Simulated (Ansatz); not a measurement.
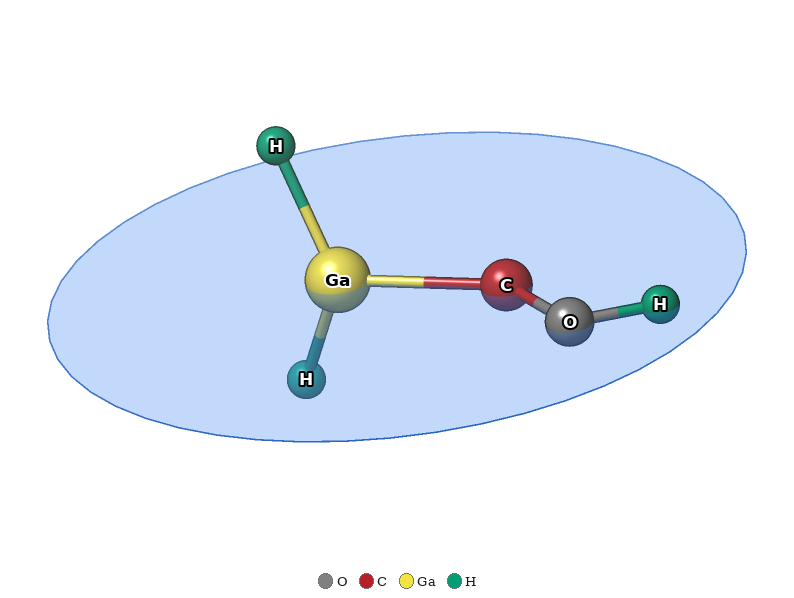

All proper rotation axes (lines) and mirror planes (discs) of the structure are drawn in. Distant atoms are faded towards the background colour. Computed geometry: PBE-D4/def2-SVP optimisation. No frequency run is at hand to confirm it as a minimum.

> Name the symmetry elements and the point group.

It has 1 mirror plane. Point group Cs. The group has 2 operations. The geometry is achiral, and symmetry allows a dipole moment.
